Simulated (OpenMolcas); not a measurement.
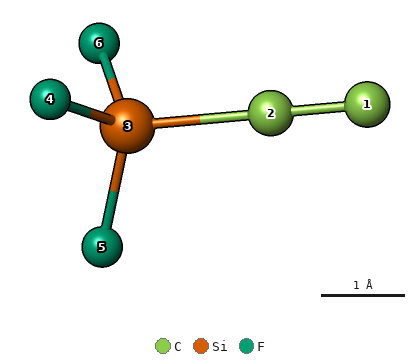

The input geometry (ball-and-stick view, seen at a tilt; atoms are numbered from 1 in the order of the input). Bond lengths as drawn: C–C 1.21 Å, C–Si 1.80 Å and F–Si 1.57 Å.

C2F3Si: single-point calculation (part 1 of 2)

System: C2F3Si, multiplicity 2, SMILES [C]#C[Si](F)(F)F.
Method: CASSCF/ANO-RCC-VDZP, DKH2 (OpenMolcas 26.06).

The geometry comes from this level: PBE0-D4/def2-TZVP.

## The input
```
* C2F3Si CASSCF
&gateway
coord=mol.xyz
basis=ANO-RCC-MB
group=NoSym
&seward
&rasscf
fileorb=$CurrDir/step1.RasOrb
alter=2
1 15 26
1 28 31
spin=2
nactel=3 0 0
inactive=25
ras2=3
orblisting=Nothing
>>> COPY $Project.RunFile RUNFIL1
>>> COPY $Project.RasOrb INPORB
&gateway
coord=mol.xyz
basis=ANO-RCC-VDZP
group=NoSym
ricd
&seward
>>> COPY $Project.RunFile RUNFIL2
&expbas
&rasscf
fileorb=$Project.ExpOrb
spin=2
nactel=3 0 0
inactive=25
ras2=3
orblisting=Nothing
```

## File mol.xyz
```
6

C     -0.330200    -2.361200     0.703200
C     -0.165800    -1.214800     0.356500
Si     0.078600     0.488400    -0.158600
F     -1.011900     0.906200    -1.204900
F      1.491100     0.664500    -0.816000
F     -0.019800     1.452900     1.073600
```

Hardware: 1 thread of Intel Xeon (Granite Rapids), 64 GiB of memory available, shared host.

Launched with:
```bash
export MOLCAS_MEM=1860
pymolcas step2.inp > step2.log
```

## What the program printed
```
--- Start Module: gateway ---

                                              &GATEWAY

                       available to each process: 1.9 GB of memory, 1 thread

++    Symmetry information:
      ---------------------

                    Character Table for C1

                             E
                    a        1  x, y, xy, Rz, z, xz, Ry, yz, Rx, I
--

++    Basis set information:
      ----------------------

      Basis set label: C.ANO-RCC...2S1P.

      Electronic valence basis set:
      ------------------
      Associated Effective Charge   6.000000 au
      Associated Actual Charge      6.000000 au
      Nuclear Model: Point charge

      Shell  nPrim  nBasis  Cartesian Spherical Contaminant
         s      14       2        X
         p       9       1        X

      Basis set label: SI.ANO-RCC...3S2P.

      Electronic valence basis set:
      ------------------
      Associated Effective Charge  14.000000 au
      Associated Actual Charge     14.000000 au
      Nuclear Model: Point charge

      Shell  nPrim  nBasis  Cartesian Spherical Contaminant
         s      17       3        X
         p      12       2        X

      Basis set label: F.ANO-RCC...2S1P.

      Electronic valence basis set:
      ------------------
      Associated Effective Charge   9.000000 au
      Associated Actual Charge      9.000000 au
      Nuclear Model: Point charge

      Shell  nPrim  nBasis  Cartesian Spherical Contaminant
         s      14       2        X
         p       9       1        X
--

++    Molecular structure info:
      -------------------------

                    ************************************************
                    **** Cartesian Coordinates / bohr, angstrom ****
                    ************************************************

     Center  Label                x              y              z                     x              y              z
        1      C1              -0.623988      -4.462021       1.328855             -0.330200      -2.361200       0.703200
        2      C2              -0.313317      -2.295639       0.673687             -0.165800      -1.214800       0.356500
        3      SI3              0.148532       0.922942      -0.299711              0.078600       0.488400      -0.158600
        4      F4              -1.912214       1.712470      -2.276931             -1.011900       0.906200      -1.204900
        5      F5               2.817771       1.255723      -1.542017              1.491100       0.664500      -0.816000
        6      F6              -0.037417       2.745583       2.028810             -0.019800       1.452900       1.073600

                    ***************************************
                    *    InterNuclear Distances / bohr    *
                    ***************************************

               1 C1            2 C2            3 SI3           4 F4            5 F5            6 F6
    1 C1       0.000000
    2 C2       2.284507        0.000000
    3 SI3      5.678631        3.394124        0.000000
    4 F4       7.265367        5.227577        2.963010        0.000000
    5 F5       7.264999        5.227354        2.962921        4.808479        0.000000
    6 F6       7.265230        5.227466        2.962871        4.808492        4.808594        0.000000

                    *******************************************
                    *    InterNuclear Distances / angstrom    *
                    *******************************************

               1 C1            2 C2            3 SI3           4 F4            5 F5            6 F6
    1 C1       0.000000
    2 C2       1.208909        0.000000
    3 SI3      3.005002        1.796093        0.000000
    4 F4       3.844667        2.766315        1.567958        0.000000
    5 F5       3.844472        2.766196        1.567910        2.544538        0.000000
    6 F6       3.844594        2.766256        1.567884        2.544544        2.544599        0.000000

                    **************************************
                    *    Valence Bond Angles / degree    *
                    **************************************
                          Atom centers                 Phi
                      4 F4       3 SI3      5 F5       108.47
                      4 F4       3 SI3      6 F6       108.47
                      5 F5       3 SI3      6 F6       108.48
--

            Nuclear Potential Energy            286.69905039 au

--- Stop Module: gateway /rc=_RC_ALL_IS_WELL_ ---

--- Start Module: seward ---

                                              &SEWARD

                       available to each process: 1.9 GB of memory, 1 thread

               SEWARD will generate:
                  Multipole Moment integrals up to order  2
                  Kinetic Energy integrals
                  Nuclear Attraction integrals (point charge)
                  One-Electron Hamiltonian integrals
                  Velocity integrals
                  Relativistic Douglas-Kroll-Hess integrals:
                    - Parametrization         : EXP
                    - DKH order of Hamiltonian: 2
                    - DKH order of Properties : 0
                         - multipole moment operators
                         - electric potential operators
                         - contact operators
                  Orbital angular momentum around (  0.0863   0.4889  -0.1685 )
                  Velocity quadrupole around (  0.0863   0.4889  -0.1685 )
                  Atomic mean-field integrals
                  Two-Electron Repulsion integrals

                   Integrals are discarded if absolute value <: 1.00E-14
                   Integral cutoff threshold is set to       <: 1.00E-16

            Nuclear Potential Energy            286.69905039 au

      Basis set specifications :
      Symmetry species         a
      Basis functions           34

--- Stop Module: seward /rc=_RC_ALL_IS_WELL_ ---
--- Module seward spent 1 second ---

--- Start Module: rasscf ---

                                              &RASSCF

                       available to each process: 1.9 GB of memory, 1 thread

      Header of the ONEINT file:
      --------------------------

      OrdInt status: non-squared

      Cartesian coordinates in angstrom:
      -----------------------------------------------------
      No.  Label        X            Y            Z
      -----------------------------------------------------
       1   C1        -0.33020000  -2.36120000   0.70320000
       2   C2        -0.16580000  -1.21480000   0.35650000
       3   SI3        0.07860000   0.48840000  -0.15860000
       4   F4        -1.01190000   0.90620000  -1.20490000
       5   F5         1.49110000   0.66450000  -0.81600000
       6   F6        -0.01980000   1.45290000   1.07360000
      -----------------------------------------------------
      Nuclear repulsion energy =  286.69905039

++    Wave function specifications:
      -----------------------------

      Number of closed shell electrons          50
      Number of electrons in active shells       3
      Max number of holes in RAS1 space          0
      Max nr of electrons in RAS3 space          0
      Number of inactive orbitals               25
      Number of active orbitals                  3
      Number of secondary orbitals               6
      Spin quantum number                      0.5
      State symmetry                             1
--

++    Orbital specifications:
      -----------------------

      Symmetry species                           1
                                                 a
      Frozen orbitals                            0
      Inactive orbitals                         25
      Active orbitals                            3
      RAS1 orbitals                              0
      RAS2 orbitals                              3
      RAS3 orbitals                              0
      Secondary orbitals                         6
      Deleted orbitals                           0
      Number of basis functions                 34
--

++    CI expansion specifications:
      ----------------------------

      Number of CSFs                             8
      Number of determinants                     9
      Number of root(s) required                 1
      Root chosen for geometry opt.              1
      CI root used                               1

      highest root included in the CI            1
      max. size of the explicit Hamiltonian      8
--

++    Optimization specifications:
      ----------------------------

      RASSCF algorithm: Conventional
      Maximum number of macro iterations       200
      Maximum number of SX iterations          100
      Threshold for RASSCF energy            1.000E-08
      Threshold for max MO rotation          1.000E-01
      Threshold for max BLB element          1.000E-04
      Level shift parameter                  5.000E-01
      Make Quasi-Newton update
--

      The MO-coefficients are taken from the file:
      step1.RasOrb
      Title: RASSCF canonical orbitals for CASPT2

      Total molecular charge    0.00

      Molecular orbitals exchanged:
        In symmetry  1 :  15  26
        In symmetry  1 :  28  31

      ************************************************************************************************************************
      *                                            Wave function control section                                             *
      ************************************************************************************************************************

                                         RASSCF iterations: Energy and convergence statistics
                                         ----------------------------------------------------

          iter iter root      energy       change     param      element    value   shift minimum  type update hh:mm:ss
 Nr of preliminary CI iterations:   1
        1   1    6    1  -663.61662533    0.00E+00   3.88E-01*  24  26 1  6.08E-04*  0.33   0.00    SX    NO    0:00:00
        2   1    6    1  -663.62053231   -3.91E-03* -2.33E-01*  24  28 1  3.52E-03*  0.33   0.00    SX    NO    0:00:00
        3   1    6    1  -663.62395053   -3.42E-03* -1.15E-01*  26  34 1  3.13E-03*  0.33   0.00    SX    NO    0:00:00
        4   1    6    1  -663.62477818   -8.28E-04* -6.29E-02   26  30 1 -1.95E-03*  0.33   0.00    SX    NO    0:00:00
        5   1    6    1  -663.62501095   -2.33E-04* -5.94E-02   24  28 1 -1.82E-03*  0.33   2.09    LS   YES    0:00:00
        6   1    6    1  -663.62510310   -9.22E-05* -1.57E-02   24  28 1 -2.29E-03*  0.33   1.20    QN   YES    0:00:00
        7   1    5    1  -663.62511206   -8.96E-06* -3.36E-03   24  28 1 -1.07E-03*  0.33   1.27    QN   YES    0:00:00
        8   1    5    1  -663.62511328   -1.21E-06*  1.04E-03   24  28 1 -1.69E-04*  0.33   1.14    QN   YES    0:00:00
        9   1    4    1  -663.62511338   -1.04E-07* -2.54E-04   16  28 1 -6.78E-05   0.33   1.07    QN   YES    0:00:00
       10   1    4    1  -663.62511339   -1.17E-08*  1.62E-04   16  28 1 -2.83E-05   0.33   1.41    QN   YES    0:00:00
       11   1    3    1  -663.62511340   -2.17E-09  -3.36E-05   24  34 1  4.26E-06   0.33   1.03    QN   YES    0:00:00
      Convergence after 11 iterations
       12   1    3    1  -663.62511340   -1.43E-10  -3.36E-05   24  30 1  1.64E-06   0.33   1.03    QN   YES    0:00:00

      ************************************************************************************************************************
                                                      Wave function printout:
                       occupation of active orbitals, and spin coupling of open shells (u,d: Spin up or down)
      ************************************************************************************************************************

      Note: transformation to natural orbitals
      has been made, which may change the order of the CSFs.

      printout of CI-coefficients larger than  0.05 for root  1
      energy=    -663.625113
      conf/sym  111     Coeff  Weight
             1  2u0   0.99697 0.99396
             8  0u2   0.07681 0.00590

      Natural orbitals and occupation numbers for root  1
      sym 1:   1.988053   0.999876   0.012071

      ************************************************************************************************************************
      *                                                    Final results                                                     *
      ************************************************************************************************************************

++    Final optimization conditions:
      ------------------------------

      Average CI energy                            -663.62511340
      RASSCF energy for state  1                   -663.62511340
      Super-CI energy                                -0.00000000
      RASSCF energy change                           -0.00000000
      Max change in MO coefficients              -2.119E-05
      Max non-diagonal density matrix element    -3.365E-05
      Maximum BLB matrix element                  1.637E-06
      (orbital pair  24,  30 in symmetry   1)
      Norm of electronic gradient            4.893E-06
--

      Final state energy(ies):
      ------------------------

::    RASSCF root number  1 Total energy:   -663.62511340
      Von Neumann Entropy (Root   1) =  0.55311

      Mulliken population analysis for root number:  1
      -----------------------------------------------

++    Molecular charges:
      ------------------

      Mulliken charges per centre
      ---------------------------

                C1      C2      SI3     F4      F5      F6
      Total    5.8943  6.4367 11.8746  9.5981  9.5981  9.5981

      N-E      0.1057 -0.4367  2.1254 -0.5981 -0.5981 -0.5981

      Total electronic charge=   53.000000

      Total            charge=   -0.000000
--

      Expectation values of various properties for root number:  1
      -----------------------------------------------------------

++    Molecular properties:
      ---------------------

      Charge (e):
                      =   -0.0000
      Dipole Moment (debye):
      Origin of the operator (angstrom)=    0.0457    0.2587   -0.0892
                   X= -3.1353E-01               Y= -2.1863E+00               Z=  6.6169E-01           Total=  2.3056E+00
      Quadrupole Moment (debye*angstrom):
      Origin of the operator (angstrom)=    0.0457    0.2587   -0.0892
                  XX= -4.4653E+01              XY=  1.0315E+00              XZ= -3.1165E-01              YY= -3.7614E+01
                  YZ= -2.1736E+00              ZZ= -4.4144E+01
      In traceless form (debye*angstrom)
                  XX= -3.7742E+00              XY=  1.5473E+00              XZ= -4.6748E-01              YY=  6.7848E+00
                  YZ= -3.2604E+00              ZZ= -3.0106E+00
--

      Mulliken spin population analysis for root number:  1
      ---------------------------------------------------

++    Molecular charges:
      ------------------

      Mulliken spin population per centre
      ---------------------------

                C1      C2      SI3     F4      F5      F6
      Total    0.9734  0.0169  0.0075  0.0007  0.0007  0.0007

      Total electronic spin=    1.000000
--

      LoProp population analysis for root number:  1
      -----------------------------------------------

++    LoProp analysis:
      ----------------

++    Static properties:
      ------------------

      LoProp Charges per center

                   C1       C2       SI3      F4       F5       F6
      Nuclear      6.0000   6.0000  14.0000   9.0000   9.0000   9.0000
      Electronic  -5.8703  -6.3792 -12.3589  -9.4639  -9.4639  -9.4639

      Total        0.1297  -0.3792   1.6411  -0.4639  -0.4639  -0.4639
--

      Natural Bond Order analysis for root number:  1
```
